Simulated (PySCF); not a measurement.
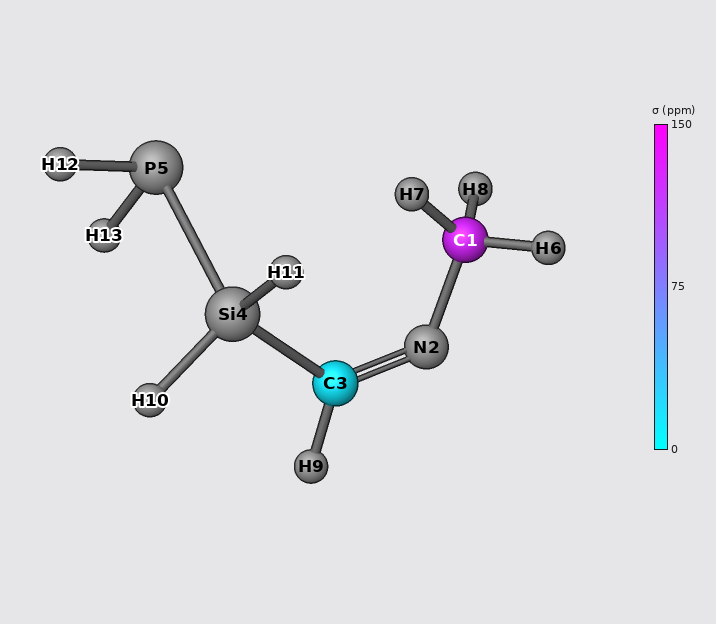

Atoms are coloured by their isotropic NMR shieldings (C only, the others grey). The computed structure is the end point of a PBE0-D3(BJ)/def2-SVP optimisation. No frequency run is at hand to confirm it as a minimum. Method: GIAO B97-D/pcSseg-1 NMR shielding, non-relativistic, gas phase (PySCF 2.14.0).

List the isotropic NMR shieldings of the C atoms.

| atom | σ (ppm) |
| --- | --- |
| C1 | 126.6 |
| C3 | 12.4 |
